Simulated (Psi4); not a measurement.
# doublet C2F4O+: levels of theory compared

Aim: a comparison of 4 runs (UHF/STO-3G, UHF/3-21G, UHSE06/cc-pVDZ, UTPSSh/cc-pVDZ) of doublet C2F4O+. 

Program for the calculation: Psi4 1.11.

**1. Starting point**

C2F4O+: 7 atoms, total charge +1, spin state doublet. SMILES of the parent species: `O=C(F)C(F)(F)F`. The coordinates come from a PBE0-D4/def2-TZVP relaxation. That shape belongs to the parent species and isn't relaxed for this state.

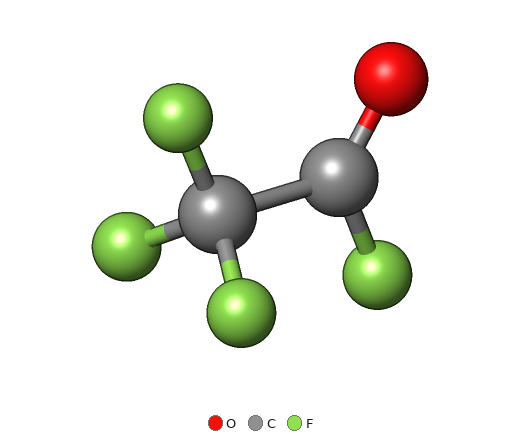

Viewed from a chosen angle; oxygen red, carbon grey, fluorine green.

**2. A single-point energy at UHF/STO-3G (run 1)**

File job.dat:

```
memory 2.2 GB

molecule system {
  1 2
  O      1.061180    -1.396170     0.701140
  C      0.088980    -0.798110     0.435150
  F     -1.136840    -1.201010     0.739860
  C      0.018150     0.551850    -0.306440
  F     -0.697880     0.418270    -1.418740
  F     -0.564330     1.461580     0.468830
  F      1.230750     0.963590    -0.619810
  units angstrom
  symmetry c1
}

set {
  basis STO-3G
  reference uhf
  puream true
  e_convergence 1e-09
  d_convergence 1e-08
  scf_type pk
  maxiter 100
}

e_tot, wfn = energy("hf", return_wfn=True)
oeprop(wfn, "QUADRUPOLE", "MAYER_INDICES", "DIPOLE", title="HF")
```

Started as:

```console
$ psi4 job.dat job.out -n 1
```

job.out:

```text
[...]
  Running in c1 symmetry.
[...]
  Nuclear repulsion =  336.982269552340540
[...]
  Multiplicity = 2
[...]
  Nalpha       = 28
  Nbeta        = 27
[...]
    Number of basis functions: 35
[...]
   @UHF iter   1:  -539.94812402755781   -1.82860e+00   2.42155e-02 DIIS/ADIIS
[...]
   @UHF iter  21:  -540.46455241803369   -9.09495e-13   8.21962e-09 DIIS
[...]
   @S^2 Observed:                7.968934673E-01
[...]
    Orbital Energies [Eh]
    ---------------------
    Alpha Occupied:
       1A    -26.456895     2A    -26.285349     3A    -26.285185
       4A    -26.275152     5A    -20.950251     6A    -11.661510
       7A    -11.620992     8A     -1.975637     9A     -1.903338
      10A     -1.894389    11A     -1.795931    12A     -1.794988
      13A     -1.278452    14A     -1.138008    15A     -1.083724
      16A     -1.037332    17A     -1.035748    18A     -0.950648
      19A     -0.944480    20A     -0.938325    21A     -0.897955
      22A     -0.878918    23A     -0.792085    24A     -0.790367
      25A     -0.756192    26A     -0.740451    27A     -0.738529
      28A     -0.715851
    Alpha Virtual:
[...]
  @UHF Final Energy:  -540.46455241803369
   => Energetics <=
    Nuclear Repulsion Energy =            336.9822695523405400
    One-Electron Energy =               -1409.0806838277258066
    Two-Electron Energy =                 531.6338618573515760
    Total Energy =                       -540.4645524180336906
  UHF NO Occupations:
  HONO-2 :   26  A 1.9933564
  HONO-1 :   27  A 1.9857015
[...]
 Multipole Moments:
 ------------------------------------------------------------------------------------
     Multipole            Electronic (a.u.)      Nuclear  (a.u.)        Total (a.u.)
 ------------------------------------------------------------------------------------
 L = 1.  Multiply by 2.5417464519 to convert [e a0] to [Debye]
 Dipole X            :         -0.6951904            0.9793085            0.2841181
 Dipole Y            :          0.0030529           -1.3638575           -1.3608045
 Dipole Z            :          0.0446438            0.6885256            0.7331694
 Magnitude           :                                                    1.5716391
 L = 2.  Multiply by 1.3450342976 to convert [e a0^2] to [Debye ang]
 Quadrupole XX       :       -170.2460051          148.3522879          -21.8937172
 Quadrupole XY       :         -3.1515033            2.6373636           -0.5141397
[...]
```

It took 1.6 s on 1 thread of Intel Xeon Platinum 8375C at 2.90GHz (Ice Lake), shared host; peak memory 0.18 GiB.

**3. Energy and gradient at UHF/3-21G (run 2)**

File c2f4o.py:

```python
import psi4

psi4.set_memory(2200000000)
psi4.set_num_threads(1)
psi4.set_output_file('output.dat', False)

m = psi4.geometry("""
1 2
O
C 1 1.172007
F 2 1.325825 1 124.03639
C 2 1.54187 1 126.444 3 179.97826
F 4 1.329569 2 109.82491 1 120.48043
F 4 1.329637 5 108.69957 2 -120.14246
F 4 1.318381 5 109.13886 6 -118.93529
symmetry c1
no_reorient
no_com
""")

psi4.set_options({
    'basis': '3-21G',
    'reference': 'uhf',
    'puream': True,
    'e_convergence': 1e-09,
    'd_convergence': 1e-08,
    'scf_type': 'pk',
    'maxiter': 100,
})

energy_value, wavefunction = psi4.gradient("scf", return_wfn=True)
psi4.oeprop(wavefunction, "WIBERG_LOWDIN_INDICES", "DIPOLE", "QUADRUPOLE", title="SCF")
print('gradient / Eh bohr^-1')
print(energy_value.np.round(6))
print(f'energy = {wavefunction.energy():.10f} Eh')
for k, v in sorted(psi4.core.scalar_variables().items()):
    print(f'{k:45s} {v:18.10f}')
```

Started as:

```console
$ python c2f4o.py
```

output.dat:

```text
[...]
  Running in c1 symmetry.
[...]
  Nuclear repulsion =  336.982293346171559
[...]
  Multiplicity = 2
[...]
  Nalpha       = 28
  Nbeta        = 27
[...]
    Number of basis functions: 63
[...]
   @UHF iter   1:  -544.54387350496665    1.14918e-02   1.20955e-02 ADIIS/DIIS
[...]
   @UHF iter  22:  -544.91551053747310   -2.84217e-12   6.53463e-09 DIIS
[...]
   @S^2 Observed:                7.802535057E-01
[...]
  @UHF Final Energy:  -544.91551053747310
   => Energetics <=
    Nuclear Repulsion Energy =            336.9822933461715593
    One-Electron Energy =               -1410.7687312923812897
    Two-Electron Energy =                 528.8709274087367476
    Total Energy =                       -544.9155105374730965
  UHF NO Occupations:
  HONO-2 :   26  A 1.9956563
  HONO-1 :   27  A 1.9910989
[...]
  -Total Gradient:
     Atom            X                  Y                   Z
    ------   -----------------  -----------------  -----------------
       1        0.000002535049     0.006021033424     0.112662088719
       2        0.000008475418     0.031650995595    -0.148379169189
       3       -0.000005335165    -0.017685644575     0.032031426677
       4       -0.000045788213    -0.057262972294    -0.035084113978
       5       -0.000643811034     0.017530138595     0.011261704832
       6        0.000649492511     0.017502471695     0.011235070799
       7        0.000034431433     0.002243977560     0.016272992140
[...]
 Multipole Moments:
 ------------------------------------------------------------------------------------
     Multipole            Electronic (a.u.)      Nuclear  (a.u.)        Total (a.u.)
 ------------------------------------------------------------------------------------
 L = 1.  Multiply by 2.5417464519 to convert [e a0] to [Debye]
 Dipole X            :         -0.0004292           -0.0005782           -0.0010074
 Dipole Y            :         -0.4641987           -0.7227778           -1.1869765
 Dipole Z            :          0.2431436           -1.6645755           -1.4214319
 Magnitude           :                                                    1.8518593
 L = 2.  Multiply by 1.3450342976 to convert [e a0^2] to [Debye ang]
 Quadrupole XX       :        -99.6649333           75.0338970          -24.6310363
 Quadrupole XY       :         -0.0350486            0.0363088            0.0012602
[...]
```

The script printed:

```text
gradient / Eh bohr^-1
[[ 3.00000e-06  6.02100e-03  1.12662e-01]
 [ 8.00000e-06  3.16510e-02 -1.48379e-01]
 [-5.00000e-06 -1.76860e-02  3.20310e-02]
 [-4.60000e-05 -5.72630e-02 -3.50840e-02]
 [-6.44000e-04  1.75300e-02  1.12620e-02]
 [ 6.49000e-04  1.75020e-02  1.12350e-02]
 [ 3.40000e-05  2.24400e-03  1.62730e-02]]
energy = -544.9155105375 Eh
CURRENT ENERGY                                   -544.9155105375
CURRENT REFERENCE ENERGY                         -544.9155105375
DD SOLVATION ENERGY                                 0.0000000000
HF KINETIC ENERGY                                 543.0343242750
HF POTENTIAL ENERGY                             -1087.9498348125
HF TOTAL ENERGY                                  -544.9155105375
HF VIRIAL RATIO                                     2.0034642124
NUCLEAR REPULSION ENERGY                          336.9822933462
ONE-ELECTRON ENERGY                             -1410.7687312924
PCM POLARIZATION ENERGY                             0.0000000000
PE ENERGY                                           0.0000000000
SCF ITERATION ENERGY                             -544.9155105375
SCF ITERATIONS                                     22.0000000000
SCF TOTAL ENERGY                                 -544.9155105375
TWO-ELECTRON ENERGY                               528.8709274087
```

Wall time 2.4 s (1 thread of Intel Xeon Platinum 8375C at 2.90GHz (Ice Lake), shared host); peak memory 0.21 GiB.

Run 3 isn't shown in full; the table further down has it.

**4. Energy and gradient at UTPSSh/cc-pVDZ (run 4)**

File c2f4o.xyz:

```xyz
7
C2F4O
O      1.061180    -1.396170     0.701140
C      0.088980    -0.798110     0.435150
F     -1.136840    -1.201010     0.739860
C      0.018150     0.551850    -0.306440
F     -0.697880     0.418270    -1.418740
F     -0.564330     1.461580     0.468830
F      1.230750     0.963590    -0.619810
```

File run.py:

```python
import psi4

psi4.set_memory(2200000000)
psi4.set_num_threads(1)
psi4.set_output_file('run.log', False)

with open('c2f4o.xyz') as f:
    atoms = ''.join(f.readlines()[2:])
m = psi4.geometry('1 2\n' + atoms + 'symmetry c1\nno_reorient\nno_com')

psi4.set_options({
    'basis': 'cc-pVDZ',
    'reference': 'uks',
    'puream': True,
    'e_convergence': 1e-09,
    'd_convergence': 1e-08,
    'scf_type': 'pk',
    'dft_radial_points': 99,
    'dft_spherical_points': 590,
    'maxiter': 100,
})

e, wfn = psi4.gradient('tpssh', molecule=m, return_wfn=True)
print('gradient / Eh bohr^-1')
print(e.np.round(6))
print(f'energy = {wfn.energy():.10f} Eh')
```

Started as:

```console
$ python run.py
```

run.log:

```text
[...]
  Running in c1 symmetry.
[...]
  Nuclear repulsion =  336.982269552340540
[...]
  Multiplicity = 2
[...]
  Nalpha       = 28
  Nbeta        = 27
[...]
    Number of basis functions: 98
[...]
   @UKS iter   1:  -550.26534615732032    3.52436e-01   5.57346e-03 DIIS/ADIIS
[...]
   @UKS iter  18:  -550.37920946013355   -1.36424e-12   6.98572e-09 DIIS
[...]
   @S^2 Observed:                7.556377184E-01
[...]
  @UKS Final Energy:  -550.37920946013355
   => Energetics <=
    Nuclear Repulsion Energy =            336.9822695523405400
    One-Electron Energy =               -1416.7480069078610541
    Two-Electron Energy =                 584.4286954880934672
    DFT Exchange-Correlation Energy =     -55.0421675927065408
    Empirical Dispersion Energy =           0.0000000000000000
    VV10 Nonlocal Energy =                  0.0000000000000000
    Total Energy =                       -550.3792094601335521
[...]
 Multipole Moments:
 ------------------------------------------------------------------------------------
     Multipole            Electronic (a.u.)      Nuclear  (a.u.)        Total (a.u.)
 ------------------------------------------------------------------------------------
 L = 1.  Multiply by 2.5417464519 to convert [e a0] to [Debye]
 Dipole X            :          2.7510848           -2.6125086            0.1385762
 Dipole Y            :         -4.8301933            4.0344708           -0.7957225
 Dipole Z            :          2.4853133           -2.0548126            0.4305007
 Magnitude           :                                                    0.9152642
[...]
  -Total Gradient:
     Atom            X                  Y                   Z
    ------   -----------------  -----------------  -----------------
       1       -0.046513612916     0.019186684734    -0.007505382995
       2        0.087886760164     0.019866460444    -0.016876692774
       3       -0.026976675848    -0.007771798674     0.006100352829
       4       -0.011421521252    -0.079634289045     0.044792630269
       5       -0.000556510514     0.018844143644    -0.010928232820
       6       -0.000483886042     0.019303902024    -0.010084759968
       7       -0.001951918174     0.010241602633    -0.005517371564
[...]
```

Standard output:

```text
gradient / Eh bohr^-1
[[-0.046514  0.019187 -0.007505]
 [ 0.087887  0.019866 -0.016877]
 [-0.026977 -0.007772  0.0061  ]
 [-0.011422 -0.079634  0.044793]
 [-0.000557  0.018844 -0.010928]
 [-0.000484  0.019304 -0.010085]
 [-0.001952  0.010242 -0.005517]]
energy = -550.3792094601 Eh
```

Wall time 2.2 min (1 thread of Intel Xeon Platinum 8375C at 2.90GHz (Ice Lake), shared host); peak memory 1.2 GiB.

**5. The series**

| run | level | task | integration grid | energy (Eh) | HOMO energy (eV) | LUMO energy (eV) | ⟨S²⟩ | wall time |
| --- | --- | --- | --- | --- | --- | --- | --- | --- |
| 1 | UHF/STO-3G | energy | – | -540.464552 | -19.48 | -6.34 | 0.797 | 1.6 s |
| 2 | UHF/3-21G | gradient | – | -544.915511 | -23.64 | -9.72 | 0.780 | 2.4 s |
| 3 | UHSE06/cc-pVDZ | gradient | 99 radial × 590 angular | -549.889492 | -18.17 | -15.56 | 0.758 | 96 s |
| 4 | UTPSSh/cc-pVDZ | gradient | 99 radial × 590 angular | -550.379209 | -17.48 | -15.54 | 0.756 | 2.2 min |

**6. Results**

| quantity | value |
| --- | --- |
| run 4: total energy | -550.37921 Eh |
| run 4: HOMO energy (highest over α and β) | -17.48 eV |
| run 4: LUMO energy (lowest over α and β) | -15.54 eV |
| run 4: ⟨S²⟩ | 0.756 |
| run 4: largest force on an atom | 4.735 eV/Å |

What this shows: Totals of different functionals can't be ranked against each other. In run 1 the basis is minimal, so the values are rough. All runs together took 3.8 min, the longest 2.2 min.
